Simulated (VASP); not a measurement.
Band structure of HfS$_{2}$ (1T layered). Calculation: vdW-DF-cx, VASP's PBE PAW potentials (set 64) (plane waves; VASP).

Unless said otherwise, spin-orbit coupling is left out, though it shifts the bands of the heavy elements here.

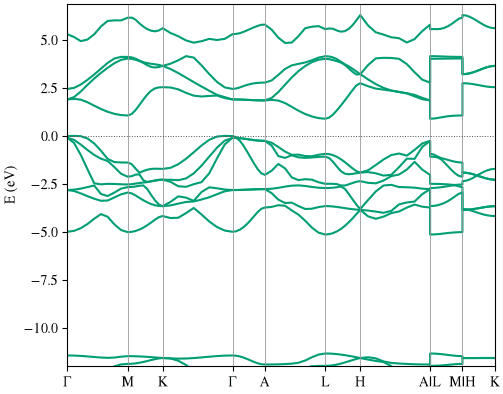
Figure: Bands along high-symmetry lines, zero at the valence-band maximum or, without a gap, the Fermi level

Question: Read the plot: is there a gap, and where are the band edges?

Answer: The gap is indirect, 0.89 eV, from the valence maximum at K-Γ at 0.89 to the conduction minimum at L. (Edges off the drawn lines would not show.)

Measured: gap 1.80 eV (computed value off by -0.91 eV), as given by Miłosz Rybak et al., Nanomaterials (2022), arXiv:2210.12074.

The compound is HfS2 in the 1T layered structure. It was relaxed first.
